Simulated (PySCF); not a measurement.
# C7H7, charge −1, SMILES `[CH2-]c1ccccc1`: electronic structure

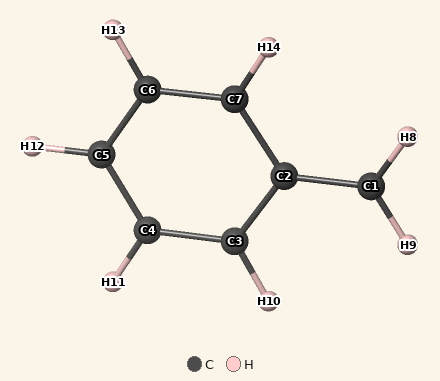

The molecule, with its atoms numbered as below. No frequency check shows the geometry to be a minimum.

Geometry (Å), atoms numbered from 1:

```
C1      -2.3855    0.0001    0.0000
C2      -1.0228   -0.0001    0.0000
C3      -0.2427    1.2072    0.0000
C4       1.1238    1.1952    0.0000
C5       1.8457    0.0000    0.0000
C6       1.1237   -1.1953    0.0000
C7      -0.2428   -1.2072    0.0000
H8      -2.9570   -0.9181    0.0000
H9      -2.9570    0.9183    0.0000
H10     -0.7744    2.1561    0.0000
H11      1.6677    2.1406    0.0000
H12      2.9312   -0.0001    0.0000
H13      1.6676   -2.1408    0.0000
H14     -0.7746   -2.1561    0.0000
```

Part 1: Bonding charge

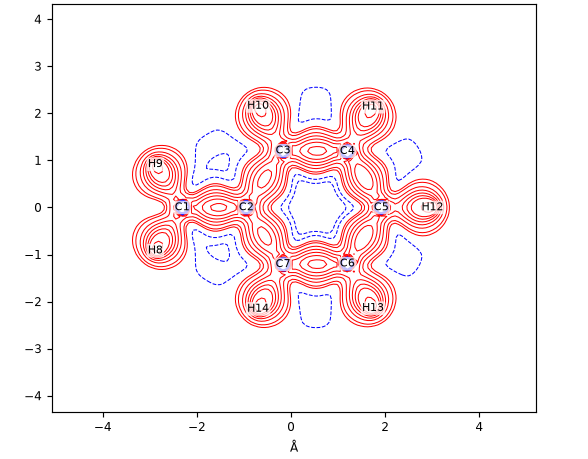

Deformation density (molecule less spherical, spin-averaged free atoms) in the molecular plane; contours at ±0.05 to ±0.8 e/Å³; solid red lines: gain, dashed blue lines: loss.

Method: PBE0/def2-SVPD; geometry: GFN2-xTB; program: PySCF. The highest occupied Kohn–Sham orbital has positive energy, a self-interaction fault of such functionals for anions.

> How much density has each bond in this plane gained at its critical point, relative to the free atoms?

C4–H11 and C6–H13: +0.65 e/Å³ at the bond critical point (bond length 1.09 Å). C3–H10 and C7–H14: +0.65 e/Å³ at the bond critical point (bond length 1.09 Å). C3–C4 and C6–C7: +0.64 e/Å³ at the bond critical point (bond length 1.37 Å). C5–H12: +0.63 e/Å³ at the bond critical point (bond length 1.08 Å). C1–C2: +0.62 e/Å³ at the bond critical point (bond length 1.36 Å). C1–H8 and C1–H9: +0.61 e/Å³ at the bond critical point (bond length 1.08 Å). C4–C5 and C5–C6: +0.59 e/Å³ at the bond critical point (bond length 1.40 Å). C2–C7 and C2–C3: +0.55 e/Å³ at the bond critical point (bond length 1.44 Å). In all, 3.4 electrons gather in the regions of gain relative to the promolecule of neutral atoms (this includes the anion's extra charge).

> Where do the Hirshfeld charges lie?

The highest Hirshfeld charge is on H11 and H13 (+0.01 e), the lowest on C1 (−0.29 e).

```json
{"atom": "C1", "charge (e)": "−0.29"}
{"atom": "C2", "charge (e)": "−0.04"}
{"atom": "C3", "charge (e)": "−0.12"}
{"atom": "C4", "charge (e)": "−0.10"}
{"atom": "C5", "charge (e)": "−0.16"}
{"atom": "C6", "charge (e)": "−0.10"}
{"atom": "C7", "charge (e)": "−0.12"}
{"atom": "H8", "charge (e)": "−0.04"}
{"atom": "H9", "charge (e)": "−0.04"}
{"atom": "H10", "charge (e)": "0.00"}
{"atom": "H11", "charge (e)": "+0.01"}
{"atom": "H12", "charge (e)": "−0.02"}
{"atom": "H13", "charge (e)": "+0.01"}
{"atom": "H14", "charge (e)": "0.00"}
```

Part 2: Bond critical points

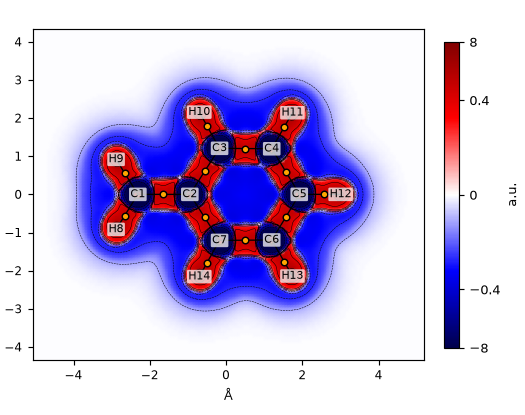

Negative Laplacian of the density (−∇²ρ) in the molecular plane (red positive, blue negative, colour scale in a.u., logarithmic beyond ±0.04), with bond paths and bond critical points (dots).

> Sort the bonds in the plane by the sign of ∇²ρ at their critical points.

Concentrated (∇²ρ < 0): C3–C4 and C6–C7 (−0.82 a.u.); C1–C2 (−0.81 a.u.); C4–C5 and C5–C6 (−0.76 a.u.); C2–C7 and C2–C3 (−0.69 a.u.); C3–H10 and C7–H14 (−0.96 a.u.); C4–H11 and C6–H13 (−0.97 a.u.); C5–H12 (−0.94 a.u.); C1–H8 and C1–H9 (−0.92 a.u.). At none is it depleted.

> Where along C4–H11 does the critical point lie?

0.67 Å from C4 and 0.42 Å from H11.

Part 3: Electrostatic potential

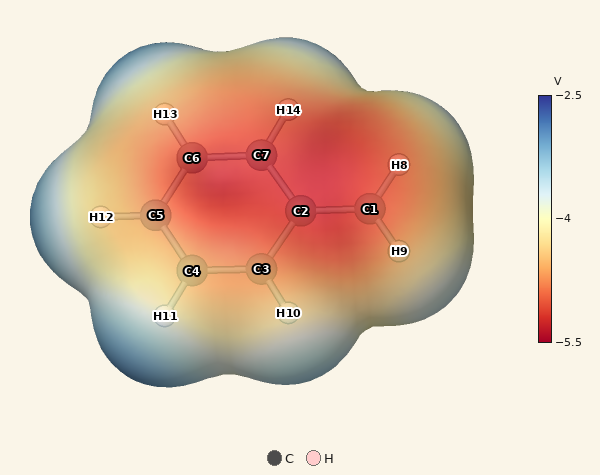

Electrostatic potential on the surface of electron density 0.001 a.u.

> Where are the extremes of the potential on the surface?

Highest: −2.96 V, 1.4 Å from H13, and at like points elsewhere. Further maxima include −3.33 V, 1.4 Å from H14, and at like points elsewhere. Lowest: −5.38 V, off the molecular plane, over C2 (2.1 Å), and at like points elsewhere. The surface is sampled at points, so like sites can differ by a few per cent and only the strongest of them is named.

Part 4: Localised orbitals

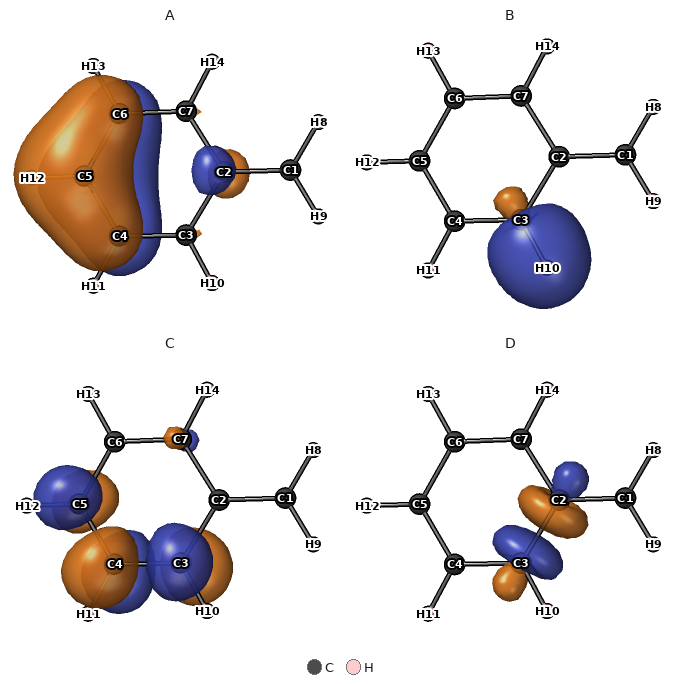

Intrinsic bond orbitals (IBO), occupied and valence-virtual; each surface holds about 80 % of the orbital's density. Energies are diagonal elements of the Fock matrix.

Method: BP86/6-311+G**; geometry: GFN2-xTB; program: PySCF.

> What does each orbital represent in a Lewis picture?

By panel:
- A: delocalised π orbital mainly over C5, C4 and C6 (C5 59 %, C4 18 %, C6 18 %; −1.8 eV)
- B: σ bond C3–H10 (C3 56 %, H10 44 %; −7.1 eV)
- C: delocalised π* orbital mainly over C4, C3 and C5 (C4 48 %, C3 30 %, C5 18 %; 6.3 eV)
- D: σ* orbital C2–C3 (C2 50 %, C3 49 %; 17.4 eV)

The PySCF runs shown took 31 s and 58 s on 1 thread of Intel(R) Xeon(R) Platinum 8259CL CPU @ 2.50GHz (Skylake/Cascade Lake), with other jobs on the host.
